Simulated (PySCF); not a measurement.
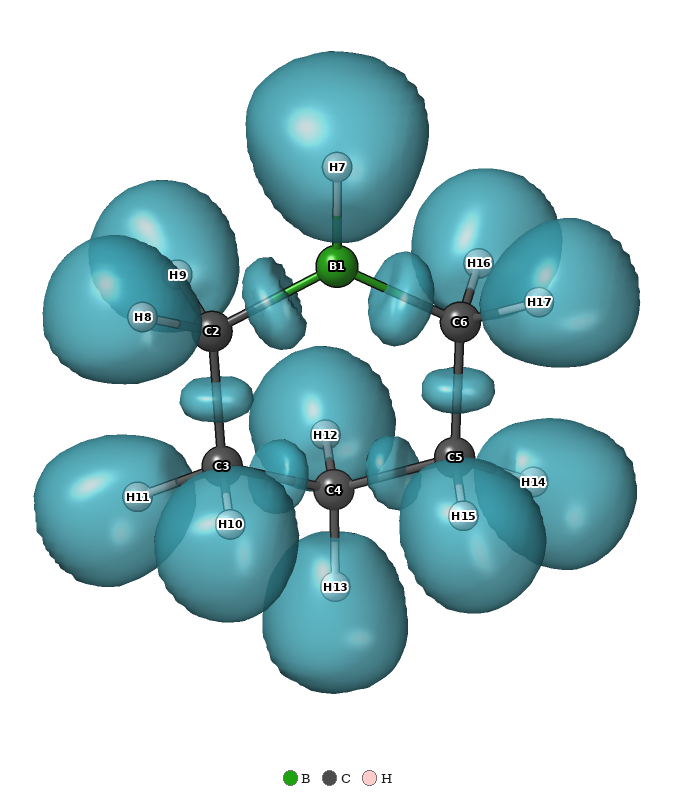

Figure. C5H11B. Isosurface of the ELF at 0.85 (cyan), seen at a tilt. Only the valence region is drawn (cores and ρ < 0.01 e/Å³ removed).

Geometry: PBE0-D3(BJ)/def2-SVP.

Method: B3LYP/def2-SVPD, SCF density, gas phase (PySCF 2.14.0).

```xyz
17

B     0.1368    1.5725    0.7510
C    -1.1287    0.6598    0.6335
C    -0.8459   -0.8328    0.4486
C     0.3514   -1.0878   -0.4638
C     1.6345   -0.4651    0.0810
C     1.5216    1.0526    0.2411
H     0.0211    2.7240    1.1207
H    -1.8637    0.8560    1.4322
H    -1.6208    1.0689   -0.2779
H    -0.6368   -1.2853    1.4345
H    -1.7354   -1.3581    0.0627
H     0.1412   -0.6747   -1.4684
H     0.4911   -2.1719   -0.6052
H     2.4886   -0.7315   -0.5637
H     1.8520   -0.9168    1.0654
H     1.5949    1.5458   -0.7548
H     2.3666    1.4835    0.8040
```

### Where are the electrons localised?

At this value the surface marks out two regions between bonded B–C atoms (shared pairs), four regions between bonded C–C atoms (shared pairs) and eleven regions around hydrogen nuclei.

Values along the shortest contacts:
C–C (1.53 Å): the ELF peaks at about 0.95 between the atoms, as expected for a covalent bond. C–B (1.56 Å): the ELF peaks at about 1 between the atoms: a shared electron pair.
